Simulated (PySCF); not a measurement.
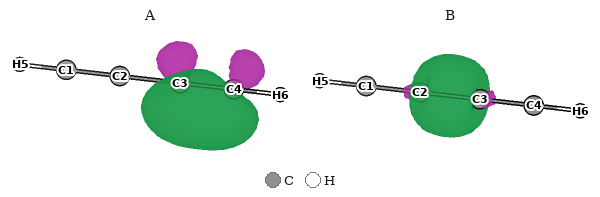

Figure. C4H2, SMILES `C#CC#C`. Localised orbitals, occupied; each surface holds about 80 % of the orbital's density. Energies are diagonal elements of the Fock matrix.

Level of theory: TPSS/def2-SVP (PySCF), at a geometry from GFN2-xTB. No frequency check shows the geometry to be a minimum.

> What does each orbital represent in a Lewis picture?

By panel:
- A: bent (banana) bond C3–C4 (C3 49 %, C4 48 %; −11.1 eV)
- B: σ bond C2–C3 (C2 50 %, C3 50 %; −16.6 eV)

> Which localisation scheme gives orbitals like these: Pipek–Mezey, IBO or Foster–Boys?

Foster–Boys: it mixes σ and π into equivalent bent bonds, while the other two keep them apart.

> How do all the valence pairs divide up?

9 pairs: 6 bent bonds and 3 σ bonds.

Run time: 6.8 s on 1 thread of Arm Neoverse V1, on a shared host, peak memory 0.34 GiB.
